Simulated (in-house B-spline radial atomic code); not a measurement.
**Mo²⁴⁺: RPA response and pair energies**

Question: what are the multipole polarisabilities, the dispersion coefficients and the second-order energy of the closed shell [Ne] 3s2 3p6 at this nuclear charge?

Program: an in-house B-spline radial atomic code, version 1. Level of theory: Dirac-Hartree-Fock, relativistic RPA and second-order many-body perturbation theory, no-pair Dirac-Coulomb, B-spline basis. These are calculated values, not measurements, unless marked.

## 1. What is computed

```
element       : molybdenum (Z = 42)
charge        : +24
closed shells : [Ne] 3s2 3p6
nucleus       : mass number 98, rms radius 4.409 fm
```

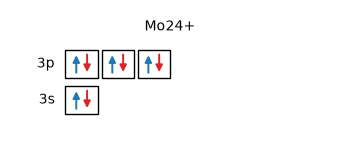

The shells outside the core, filled by Hund's rule for the drawing.

## 2. The run, and its mean field

Input settings, with the grid that the program derived:

```ini
basis_form = 2
Z = 42
core_configuration = [Ne] 3s2 3p6
rms_radius = 4.4091
mass_number = 98
speed_of_light = 137.035999084
box_radius = 3.427
lmax = 7
intervals = 58
virtual_cutoff = 44100.0
```

On the command line:

```console
$ python run_mb.py task.json out
```

The settings stand in task.json.

Main fields of the result record, rounded:

```text
{
  "status": "converged",
  "hf_energy [hartree]": -3685.26376464,
  "orbitals [hartree]": [
    ["1s1/2", -777.95358],
    ["2s1/2", -145.04434],
    ["2p1/2", -136.31092],
    ["2p3/2", -132.31697],
    ["3s1/2", -50.785303],
    ["3p1/2", -47.358465],
    ["3p3/2", -46.483141]
  ],
  "breit [hartree]": 2.327175
}
```

It took 2.2 s on 1 thread, shared host.

The record goes on with the response and the correlation energy; its parts follow in the order written.

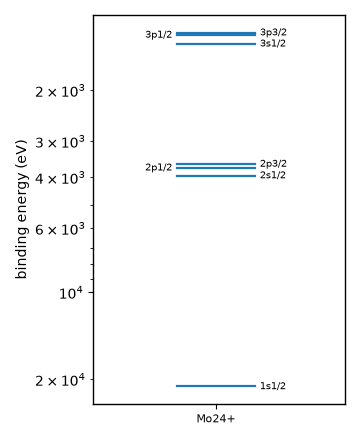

Dirac-Hartree-Fock levels on a logarithmic scale.

## 3. The dipole field

In the record:

```text
{
  "dipole_polarisability [bohr^3]": 0.04536686,
  "dipole_polarisability_uncoupled [bohr^3]": 0.04918804,
  "dipole_shielding": 0.429,
  "dipole_by_shell [bohr^3]": {"1s1/2": 7.32188e-07, "2s1/2": 9.08545e-06, "2p1/2": 4.8687e-05, "2p3/2": 0.00010674, "3s1/2": 0.000953878, "3p1/2": 0.0131813, "3p3/2": 0.0310665},
  "dipole_imaginary_frequency [hartree, au]": {
    "u": [0.0, 2.5, 6.25, 12.5, 18.8, 25.0, 37.5, 50.0, 62.5, 87.5, 125.0, 188.0, 250.0, 375.0, 625.0, 1250.0],
    "alpha": [0.04536686, 0.0395256, 0.02489542, 0.01292745, 0.008392286, 0.006130165, 0.003798319, 0.00263201, 0.001950787, 0.001212344, 0.0007076416, 0.0003645857, 0.0002230006, 0.0001072737, 4.112989e-05, 1.081669e-05]
  },
  "dipole_excitations [hartree, oscillator strength, leading channel, weight]": [
    [4.159936, 0.0001973, "3p3/2 -> d3/2", 0.799],
    [4.970766, 0.11147, "3p3/2 -> d5/2", 0.433],
    [6.111199, 1.2696, "3p1/2 -> d3/2", 0.676],
    [21.34296, 0.24113, "3p3/2 -> s1/2", 0.994],
    [22.17956, 0.13916, "3p1/2 -> s1/2", 0.991],
    [24.51916, 0.024281, "3p3/2 -> d3/2", 0.729],
    [24.70785, 1.375, "3p3/2 -> d5/2", 0.742],
    [25.50888, 0.64684, "3p1/2 -> d3/2", 0.975],
    [26.88707, 0.05997, "3s1/2 -> p1/2", 0.962],
    [27.19971, 0.19414, "3s1/2 -> p3/2", 0.978],
    [31.29236, 0.054598, "3p3/2 -> s1/2", 0.998],
    [32.15101, 0.031351, "3p1/2 -> s1/2", 0.994],
    [32.81944, 0.008182, "3p3/2 -> d3/2", 0.766],
    [32.89425, 0.4037, "3p3/2 -> d5/2", 0.769]
  ],
  "dipole_real_frequency [hartree, bohr^3]": {"omega": [0.416, 0.832, 1.25, 1.66, 2.08, 2.5, 2.91, 3.33, 3.74], "alpha": [0.04555856, 0.04614541, 0.04717057, 0.04866754, 0.05082034, 0.05378838, 0.05777331, 0.06351506, 0.07178207]},
  "c6 [hartree bohr^6]": 0.01169775,
  "cauchy_s-4": 0.001102214,
  "trk_sum": 17.68782,
  "mean_excitation_energy [hartree]": 79.55329
}
```

Lowest dipole excitations, with their leading channel:

| energy (eV) | strength | leading channel | weight |
| --- | --- | --- | --- |
| 113.20 | 0.000197 | 3p3/2 → d3/2 | 0.80 |
| 135.26 | 0.111 | 3p3/2 → d5/2 | 0.43 |
| 166.29 | 1.27 | 3p1/2 → d3/2 | 0.68 |
| 580.77 | 0.241 | 3p3/2 → s1/2 | 0.99 |
| 603.54 | 0.139 | 3p1/2 → s1/2 | 0.99 |
| 667.20 | 0.0243 | 3p3/2 → d3/2 | 0.73 |
| 672.33 | 1.38 | 3p3/2 → d5/2 | 0.74 |
| 694.13 | 0.647 | 3p1/2 → d3/2 | 0.97 |

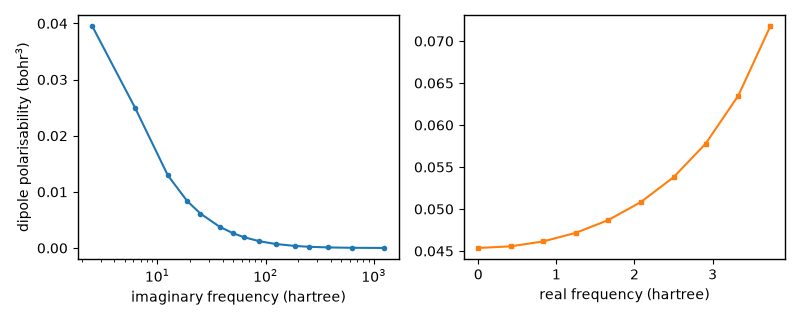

Dipole polarisability at imaginary frequency (left) and at real frequency below the first excitation (right).

## 4. Quadrupole and octupole response

The record's fields for this part:

```text
{
  "quadrupole_polarisability [bohr^5]": 0.004979595,
  "quadrupole_polarisability_uncoupled [bohr^5]": 0.00463106,
  "quadrupole_shielding": -1.97,
  "quadrupole_by_shell [bohr^5]": {"1s1/2": 4.61468e-09, "2s1/2": 6.87383e-06, "2p1/2": 2.16401e-06, "2p3/2": 5.03355e-06, "3s1/2": 0.0023026, "3p1/2": 0.000812939, "3p3/2": 0.00184998},
  "quadrupole_imaginary_frequency [hartree, au]": {
    "u": [0.0, 2.5, 6.25, 12.5, 18.8, 25.0, 37.5, 50.0, 62.5, 87.5, 125.0, 188.0, 250.0, 375.0, 625.0, 1250.0],
    "alpha": [0.004979596, 0.004829912, 0.004255975, 0.003267051, 0.002512351, 0.001955675, 0.001223581, 0.0008128119, 0.0005714252, 0.000322171, 0.0001693099, 7.888772e-05, 4.573563e-05, 2.081032e-05, 7.613965e-06, 1.92124e-06]
  },
  "quadrupole_excitations [hartree, oscillator strength, leading channel, weight]": [
    [8.665901, 0.0046912, "3s1/2 -> d3/2", 0.774],
    [9.145524, 0.14056, "3s1/2 -> d5/2", 0.775],
    [22.51142, 0.10795, "3p3/2 -> p1/2", 0.995],
    [22.87579, 0.097576, "3p3/2 -> p3/2", 0.997],
    [23.68196, 0.10085, "3p1/2 -> p3/2", 0.995],
    [26.13002, 0.034721, "3p3/2 -> f5/2", 0.612],
    [26.39761, 0.79234, "3p3/2 -> f7/2", 0.606],
    [27.18761, 0.62308, "3p1/2 -> f5/2", 0.976],
    [28.9473, 0.03722, "3s1/2 -> d3/2", 0.919],
    [29.02557, 0.21283, "3s1/2 -> d5/2", 0.922],
    [31.86348, 0.012558, "3p3/2 -> p1/2", 0.996],
    [32.03192, 0.010992, "3p3/2 -> p3/2", 0.997],
    [32.87746, 0.013014, "3p1/2 -> p3/2", 0.997],
    [33.54788, 0.0043773, "3p3/2 -> f5/2", 0.637]
  ],
  "c8 [hartree bohr^8]": 0.009449382,
  "octupole_polarisability [bohr^7]": 0.001654507,
  "octupole_polarisability_uncoupled [bohr^7]": 0.001370858,
  "octupole_by_shell [bohr^7]": {"1s1/2": -1.08603e-10, "2s1/2": 3.41533e-07, "2p1/2": 1.97392e-07, "2p3/2": 4.50926e-07, "3s1/2": 0.000266301, "3p1/2": 0.000406806, "3p3/2": 0.00098041}
}
```

Lowest quadrupole excitations, with their leading channel:

| energy (eV) | strength | leading channel | weight |
| --- | --- | --- | --- |
| 235.81 | 0.00469 | 3s1/2 → d3/2 | 0.77 |
| 248.86 | 0.141 | 3s1/2 → d5/2 | 0.78 |
| 612.57 | 0.108 | 3p3/2 → p1/2 | 0.99 |
| 622.48 | 0.0976 | 3p3/2 → p3/2 | 1.00 |
| 644.42 | 0.101 | 3p1/2 → p3/2 | 0.99 |
| 711.03 | 0.0347 | 3p3/2 → f5/2 | 0.61 |
| 718.32 | 0.792 | 3p3/2 → f7/2 | 0.61 |
| 739.81 | 0.623 | 3p1/2 → f5/2 | 0.98 |

## 5. Correlation by partial wave and pair

The record's fields for this part:

```text
{
  "second_order_energy [hartree]": {"by_l": [-0.02099836, -0.1671884, -0.5713781, -0.1311266, -0.05115103, -0.01886155, -0.008571223, -0.004434868], "sum": -0.9737102, "extrapolated": -0.9827752, "direct": -1.442784},
  "pair_energies [hartree]": [
    ["1s1/2", "1s1/2", -0.0346436],
    ["2s1/2", "1s1/2", -0.00806557],
    ["2s1/2", "2s1/2", -0.0114785],
    ["2p1/2", "1s1/2", -0.0148956],
    ["2p1/2", "2s1/2", -0.0216341],
    ["2p1/2", "2p1/2", -0.0213351],
    ["2p3/2", "1s1/2", -0.0249177],
    ["2p3/2", "2s1/2", -0.0427638],
    ["2p3/2", "2p1/2", -0.0917497],
    ["2p3/2", "2p3/2", -0.0875834],
    ["3s1/2", "1s1/2", -0.00185715],
    ["3s1/2", "2s1/2", -0.00638318],
    ["3s1/2", "2p1/2", -0.00672108],
    ["3s1/2", "2p3/2", -0.0138014],
    ["3s1/2", "3s1/2", -0.015881],
    ["3p1/2", "1s1/2", -0.003016],
    ["3p1/2", "2s1/2", -0.00831856],
    ["3p1/2", "2p1/2", -0.0121131],
    ["3p1/2", "2p3/2", -0.0291571],
    ["3p1/2", "3s1/2", -0.0227537],
    ["3p1/2", "3p1/2", -0.0394053],
    ["3p3/2", "1s1/2", -0.00509818],
    ["3p3/2", "2s1/2", -0.0156071],
    ["3p3/2", "2p1/2", -0.0269312],
    ["3p3/2", "2p3/2", -0.0520621],
    ["3p3/2", "3s1/2", -0.0453627],
    ["3p3/2", "3p1/2", -0.151848],
    ["3p3/2", "3p3/2", -0.158326]
  ]
}
```

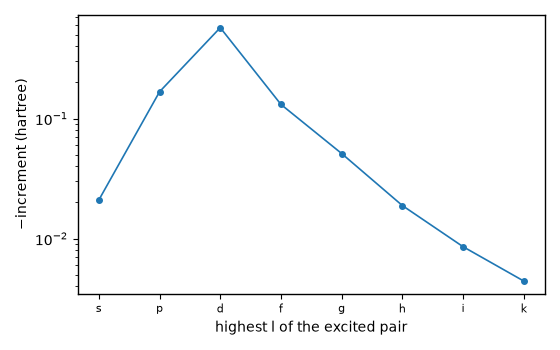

Increments of the second-order energy by partial wave.

## 6. Results

| quantity | value |
| --- | --- |
| dipole polarisability | 0.04537 bohr³ |
| without coupling | 0.04919 bohr³ |
| quadrupole polarisability | 0.004980 bohr⁵ |
| C6 of a like pair | 0.01170 hartree bohr⁶ |
| dipole shielding | 0.429 |
| first dipole root (nearly dark) | 113.2 eV |
| second-order energy, extrapolated | -0.9828 hartree (-1.49 eV an electron) |

In words: Of the dipole polarisability, 0.0454 bohr³, the 3p3/2 subshell gives 68 %. Against the uncoupled value, letting the induced field act back on the electrons lowers it by 8 %. The dipole shielding factor is near N/Z = 0.429, as the balance of forces on the electrons requires. The largest pair energy is 3p3/2–3p3/2, 16 % of the second-order sum; the tail beyond the last partial wave adds 0.9 %.
